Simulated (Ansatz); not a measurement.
**A workflow on C4H12Ge (SMILES CC(C)C[GeH3])**

Wanted: a series of 10 runs (HF/STO-3G, UHF/STO-3G, HF/3-21G, UHF/3-21G, HF/6-31G*) of C4H12Ge. 

Program for the calculation: Ansatz 0.2.0.

## 1. The molecule

C4H12Ge: 17 atoms, total charge 0, spin state singlet. As SMILES, `CC(C)C[GeH3]`. Geometry: relaxed at PBE0-D4/def2-TZVP. This is one conformer, not always the lowest. The run starts from this shape.

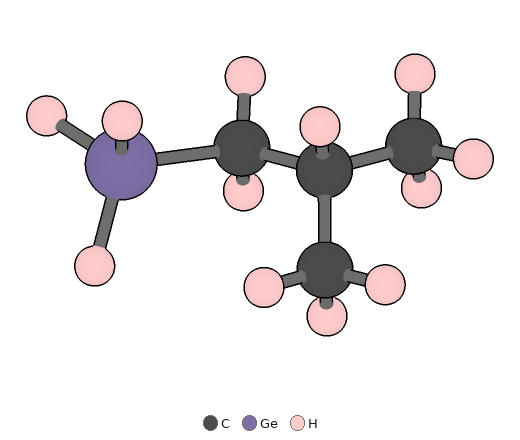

Viewed from a chosen angle; carbon dark grey, germanium purple, hydrogen pink.

## 2. A structure relaxation at HF/STO-3G (paw set gaussian, start density atoms) (run 1)

The input, job.yaml:

```yaml
crystal:
  periodic: [false, false, false]
  atoms:
    - {symbol: C, position_ang: [-1.065300, 0.017030, 1.152400]}
    - {symbol: C, position_ang: [0.340480, -0.122320, 0.586260]}
    - {symbol: C, position_ang: [1.025400, -1.359130, 1.152850]}
    - {symbol: C, position_ang: [0.339950, -0.164700, -0.940670]}
    - {symbol: Ge, position_ang: [-0.357840, 1.442150, -1.825170]}
    - {symbol: H, position_ang: [-1.552680, 0.937300, 0.820530]}
    - {symbol: H, position_ang: [-1.049160, 0.026690, 2.244940]}
    - {symbol: H, position_ang: [-1.693240, -0.822160, 0.835830]}
    - {symbol: H, position_ang: [0.919680, 0.755880, 0.900570]}
    - {symbol: H, position_ang: [0.479460, -2.264940, 0.870230]}
    - {symbol: H, position_ang: [2.047150, -1.455690, 0.777150]}
    - {symbol: H, position_ang: [1.069230, -1.323890, 2.244770]}
    - {symbol: H, position_ang: [1.359330, -0.310640, -1.311300]}
    - {symbol: H, position_ang: [-0.243350, -1.023440, -1.291830]}
    - {symbol: H, position_ang: [0.040890, 1.437230, -3.312590]}
    - {symbol: H, position_ang: [-1.892890, 1.528870, -1.742710]}
    - {symbol: H, position_ang: [0.232900, 2.701760, -1.161270]}
basis:
  gaussian:
    orbitals: STO-3G
hamiltonian:
  xc: hf
relax:
  f_tol: 0.002
output: {orbitals: {seedname: orbitals}}
```

Command:

```sh
$ ansatz run job.yaml --threads 1 --pin off --max-ram 3480MiB --events-out events.jsonl --progress --plain --runs-dir runs
```

The program printed:

```text
Warning: RAYON_NUM_THREADS=1 ignored (pool sized by the plan → 1); use --threads N
The last accepted step is kept in runs//last_step.txt (removed where the run ends without a failure and the disk answers)
[... 68 lines left out ...]
Total energy: -60094.01085173 eV, -2208.4141656175 hartree
[... 17 lines left out ...]
Dipole moment:     0.006386    -0.003239    -0.013222 e Å
```

Wall time 17 s (1 thread of Arm Neoverse V1, shared host); peak memory 0.11 GiB.

Steps, from the record of the run:

| step | energy from the first frame kept (eV) | largest force (eV/Å) |
| --- | --- | --- |
| 1 | 0.0000 | 2.0863 |
| 2 | -0.4295 | 0.2352 |
| 3 | -0.4313 | 0.1140 |
| 4 | -0.4323 | 0.0222 |
| 5 | -0.4323 | 0.0197 |
| 6 | -0.4323 | 0.0045 |
| 7 | -0.4323 | 0.0018 |
| 8 | -0.4323 | 0.0032 |
| 9 | -0.4323 | 0.0018 |

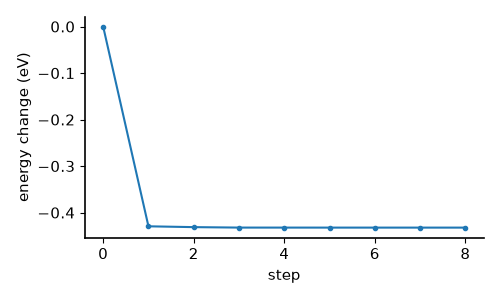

Energy along the run.

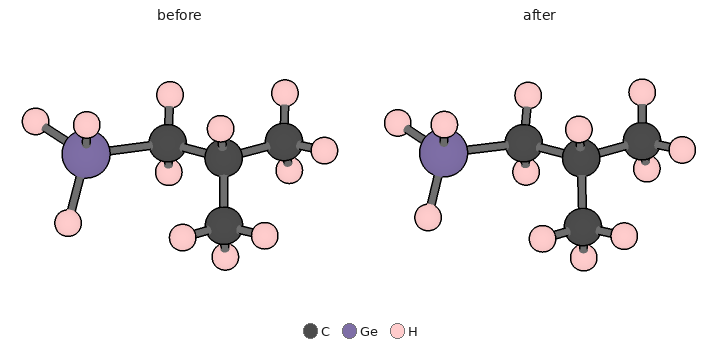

Before and after, at one scale.

After the run. Bond lengths: C1–C2 1.547 Å, C2–C3 1.548 Å, C2–C4 1.553 Å, C4–Ge5 1.925 Å, C1–H6 1.085 Å, C1–H7 1.086 Å, C1–H8 1.086 Å, C2–H9 1.091 Å, C3–H10 1.086 Å, C3–H11 1.086 Å, C3–H12 1.086 Å, C4–H13 1.085 Å, C4–H14 1.085 Å, Ge5–H15 1.433 Å, Ge5–H16 1.432 Å, Ge5–H17 1.433 Å. Some angles: C1–C2–C3 110.0°, C1–C2–C4 112.3°, C3–C2–C4 110.5°, C2–C4–Ge5 116.2°, C1–C2–H9 107.8°, C3–C2–H9 107.5°, C4–C2–H9 108.6°, C2–C1–H6 111.2°, C2–C1–H7 110.4°, C2–C1–H8 110.7°.

## 3. Vibrational wavenumbers at HF/STO-3G (paw set gaussian, start density atoms) (run 2)

The input, input.yaml:

```yaml
crystal:
  periodic: [false, false, false]
  atoms:
    - {symbol: C, position_ang: [-1.094617, 0.013287, 1.174793]}
    - {symbol: C, position_ang: [0.329379, -0.101775, 0.582128]}
    - {symbol: C, position_ang: [1.034154, -1.361601, 1.139850]}
    - {symbol: C, position_ang: [0.321566, -0.126535, -0.970681]}
    - {symbol: Ge, position_ang: [-0.345648, 1.454353, -1.842667]}
    - {symbol: H, position_ang: [-1.574803, 0.936860, 0.867638]}
    - {symbol: H, position_ang: [-1.055854, 0.000431, 2.259686]}
    - {symbol: H, position_ang: [-1.714326, -0.816440, 0.848058]}
    - {symbol: H, position_ang: [0.899548, 0.767580, 0.912907]}
    - {symbol: H, position_ang: [0.502310, -2.261103, 0.844250]}
    - {symbol: H, position_ang: [2.050719, -1.429525, 0.764493]}
    - {symbol: H, position_ang: [1.073619, -1.331176, 2.224727]}
    - {symbol: H, position_ang: [1.339828, -0.300249, -1.302624]}
    - {symbol: H, position_ang: [-0.248880, -0.990469, -1.295902]}
    - {symbol: H, position_ang: [0.025359, 1.405456, -3.226392]}
    - {symbol: H, position_ang: [-1.772937, 1.522569, -1.743040]}
    - {symbol: H, position_ang: [0.230593, 2.618338, -1.237234]}
basis:
  gaussian:
    orbitals: STO-3G
phonons:
  temperatures: {t_min: 298.15, t_max: 298.15, t_step: 1}
hamiltonian:
  xc: hf
```

Command:

```sh
$ ansatz run input.yaml --threads 1 --pin off --max-ram 3480MiB --events-out events.jsonl --progress --plain --runs-dir runs
```

The program printed:

```text
Warning: RAYON_NUM_THREADS=1 ignored (pool sized by the plan → 1); use --threads N
[... 545 lines left out ...]
Total energy: -60094.01085576 eV, -2208.4141657657 hartree
[... 17 lines left out ...]
Dipole moment:     0.006384    -0.003238    -0.013222 e Å
Vibrations: 75.83 128.76 195.87 240.54 261.49 336.91 425.59 470.30 646.74 665.95 802.88 957.82 999.67 1070.99 1112.47 1142.59 1150.57 1153.45 1159.28 1285.65 1344.36 1416.80 1491.87 1531.58 1649.67 1669.83 1741.36 1750.00 1835.42 1837.72 1842.43 1845.87 1847.50 2422.46 2423.61 2479.40 3564.28 3568.01 3599.22 3633.23 3712.20 3748.20 3749.71 3750.66 3753.01 cm⁻¹, zero-point energy 4.741883 eV
```

Wall time 2.6 min (1 thread of Arm Neoverse V1, shared host); peak memory 0.11 GiB.

## 4. The doublet cation: the energy at UHF/STO-3G (paw set gaussian, start density atoms) (run 3)

The input, run.yaml:

```yaml
crystal:
  periodic: [false, false, false]
  atoms:
    - {symbol: C, position_ang: [-1.094617, 0.013287, 1.174793]}
    - {symbol: C, position_ang: [0.329379, -0.101775, 0.582128]}
    - {symbol: C, position_ang: [1.034154, -1.361601, 1.139850]}
    - {symbol: C, position_ang: [0.321566, -0.126535, -0.970681]}
    - {symbol: Ge, position_ang: [-0.345648, 1.454353, -1.842667]}
    - {symbol: H, position_ang: [-1.574803, 0.936860, 0.867638]}
    - {symbol: H, position_ang: [-1.055854, 0.000431, 2.259686]}
    - {symbol: H, position_ang: [-1.714326, -0.816440, 0.848058]}
    - {symbol: H, position_ang: [0.899548, 0.767580, 0.912907]}
    - {symbol: H, position_ang: [0.502310, -2.261103, 0.844250]}
    - {symbol: H, position_ang: [2.050719, -1.429525, 0.764493]}
    - {symbol: H, position_ang: [1.073619, -1.331176, 2.224727]}
    - {symbol: H, position_ang: [1.339828, -0.300249, -1.302624]}
    - {symbol: H, position_ang: [-0.248880, -0.990469, -1.295902]}
    - {symbol: H, position_ang: [0.025359, 1.405456, -3.226392]}
    - {symbol: H, position_ang: [-1.772937, 1.522569, -1.743040]}
    - {symbol: H, position_ang: [0.230593, 2.618338, -1.237234]}
basis:
  gaussian:
    orbitals: STO-3G
total_charge: 1
magnetization:
  spin_polarized: true
  initial_magnetization: 1
hamiltonian:
  xc: hf
```

Command:

```sh
$ ansatz run run.yaml --threads 1 --pin off --max-ram 3480MiB --events-out events.jsonl --progress --plain --runs-dir runs
```

The program printed:

```text
Warning: RAYON_NUM_THREADS=1 ignored (pool sized by the plan → 1); use --threads N
Functional definition: HF
  name "HF"
  exchange = exact_x
  correlation = 0
637 factors; integrals over basis functions are off by at most 4.2e-5 eV
mean field evaluation 1: about -60083.9011 eV, gradient 1.1e1 eV
mean field evaluation 2: about -60084.1529 eV, gradient 1.1e1 eV
mean field evaluation 4: about -60085.2511 eV, gradient 1.4e0 eV
mean field evaluation 8: about -60085.3001 eV, gradient 9.6e-3 eV
mean field evaluation 16: about -60084.9804 eV, gradient 1.3e0 eV
mean field evaluation 32: about -60084.5160 eV, gradient 3.9e0 eV
mean field -60085.29920031 eV, -2208.0940183328 hartree, gradient 4.5e-5 eV, S^2 0.756519; 0 other end points of the search recorded, 0 dependent functions left out
reference -60085.29920031 eV, -2208.0940183328 hartree; 34, 33 occupied and 16, 17 virtual orbitals, 637 factors
Total energy: -60085.29920031 eV, -2208.0940183328 hartree
```

Run time: 1.6 s. Hardware: 1 thread of Arm Neoverse V1, shared host; peak memory 0.12 GiB.

Runs 4 to 9 aren't shown in full; the table further down has their settings and results.

## 5. Vibrational wavenumbers at HF/6-31G(d) (Cartesian functions, paw set gaussian, start density atoms) (run 10)

The input, input.yaml:

```yaml
crystal:
  periodic: [false, false, false]
  atoms:
    - symbol: C
      position_ang: [-1.083913, -0.009121, 1.180129]
    - symbol: C
      position_ang: [0.328544, -0.122015, 0.598486]
    - symbol: C
      position_ang: [1.036533, -1.362207, 1.155545]
    - symbol: C
      position_ang: [0.326027, -0.151287, -0.940543]
    - symbol: Ge
      position_ang: [-0.344372, 1.464586, -1.856026]
    - symbol: H
      position_ang: [-1.580983, 0.904359, 0.869516]
    - symbol: H
      position_ang: [-1.056484, -0.012083, 2.265533]
    - symbol: H
      position_ang: [-1.701645, -0.845507, 0.862627]
    - symbol: H
      position_ang: [0.893133, 0.751201, 0.920192]
    - symbol: H
      position_ang: [0.512521, -2.270029, 0.867199]
    - symbol: H
      position_ang: [2.054350, -1.434945, 0.784298]
    - symbol: H
      position_ang: [1.079940, -1.335058, 2.240644]
    - symbol: H
      position_ang: [1.340076, -0.305316, -1.300744]
    - symbol: H
      position_ang: [-0.253486, -1.001907, -1.293250]
    - symbol: H
      position_ang: [0.039810, 1.402389, -3.348144]
    - symbol: H
      position_ang: [-1.876870, 1.595776, -1.763753]
    - symbol: H
      position_ang: [0.286828, 2.731162, -1.241719]
basis:
  gaussian: {orbitals: "6-31G*"}
total_charge: 0
hamiltonian: {xc: hf}
phonons: {temperatures: {t_min: 298.15, t_max: 298.15, t_step: 1}}
```

Command:

```sh
$ ansatz run input.yaml --threads 1 --pin off --max-ram 3480MiB --events-out events.jsonl --progress --plain --runs-dir runs
```

The program printed:

```text
Warning: RAYON_NUM_THREADS=1 ignored (pool sized by the plan → 1); use --threads N
[... 542 lines left out ...]
Total energy: -60777.26087100 eV, -2233.5231407023 hartree
[... 17 lines left out ...]
Dipole moment:     0.059382    -0.127247     0.090915 e Å
Vibrations: 68.60 125.44 174.13 249.12 273.81 323.33 400.60 445.01 533.81 573.97 725.74 853.89 892.32 919.25 961.29 970.53 1011.82 1034.01 1045.47 1148.73 1209.69 1295.52 1350.71 1371.29 1495.07 1503.73 1557.50 1573.62 1606.04 1632.32 1640.01 1649.00 1654.13 2202.26 2205.83 2219.94 3181.16 3190.41 3192.44 3200.15 3232.82 3249.55 3258.73 3260.56 3264.81 cm⁻¹, zero-point energy 4.211010 eV
```

Wall time 7.9 min (1 thread of Arm Neoverse V1, shared host); peak memory 0.3 GiB.

## 6. The series

| run | level | task | walk f tol | partner | energy (Eh) | dipole moment (D) | wall time |
| --- | --- | --- | --- | --- | --- | --- | --- |
| 1 | HF/STO-3G (paw set gaussian, start density atoms) | optimise | 0.002 | base | -2208.414166 | 0.07 | 17 s |
| 2 | HF/STO-3G (paw set gaussian, start density atoms) | frequencies | – | base | -2208.414166 | 0.07 | 2.6 min |
| 3 | UHF/STO-3G (paw set gaussian, start density atoms) | energy | – | cation | -2208.094018 | – | 1.6 s |
| 4 | UHF/STO-3G (paw set gaussian, start density atoms) | optimise | – | cation | -2208.137370 | – | 26 s |
| 5 | HF/3-21G (paw set gaussian, start density atoms) | optimise | 0.002 | base | -2222.938827 | 0.84 | 20 s |
| 6 | HF/3-21G (paw set gaussian, start density atoms) | frequencies | – | base | -2222.938827 | 0.84 | 2.9 min |
| 7 | UHF/3-21G (paw set gaussian, start density atoms) | energy | – | cation | -2222.580895 | – | 6.6 s |
| 8 | UHF/3-21G (paw set gaussian, start density atoms) | optimise | – | cation | -2222.623537 | – | 48 s |
| 9 | HF/6-31G* (Cartesian functions, paw set gaussian, start density atoms) | optimise | 0.002 | base | -2233.523141 | 0.80 | 61 s |
| 10 | HF/6-31G* (Cartesian functions, paw set gaussian, start density atoms) | frequencies | – | base | -2233.523141 | 0.80 | 7.9 min |

## 7. Outcome

| quantity | value |
| --- | --- |
| run 10, HF/6-31G*: total energy | -2233.52314 Eh |
| run 10, HF/6-31G*: dipole moment | 0.80 D |
| run 10, HF/6-31G*: largest force on an atom | 0.000 eV/Å |
| run 10, HF/6-31G*: lowest harmonic wavenumber | 69 cm⁻¹ |
| run 10, HF/6-31G*: highest harmonic wavenumber | 3265 cm⁻¹ |
| run 10, HF/6-31G*: zero-point energy | 406.3 kJ/mol |
| vertical ionisation energy (to the doublet cation), HF/STO-3G | 8.712 eV |
| vertical ionisation energy (to the doublet cation), HF/3-21G | 9.740 eV |
| adiabatic ionisation energy (to the doublet cation, no zero-point term), HF/STO-3G | 7.532 eV |
| adiabatic ionisation energy (to the doublet cation, no zero-point term), HF/3-21G | 8.579 eV |

In words: At HF/STO-3G: the vertical ionisation energy comes to 8.71 eV (201 kcal/mol). In a minimal basis such a difference can be off by several eV, whatever the method. At HF/3-21G: removing an electron at fixed nuclei costs 9.74 eV (940 kJ/mol). At HF/STO-3G: the adiabatic ionisation energy (to the doublet cation, no zero-point term) is 7.53 eV (727 kJ/mol). At HF/3-21G: the adiabatic ionisation energy (to the doublet cation, no zero-point term) is 8.58 eV (198 kcal/mol). In runs 1, 2, 3, 4 the basis is minimal, so the values are rough. All runs together took 16 min, the longest 7.9 min.
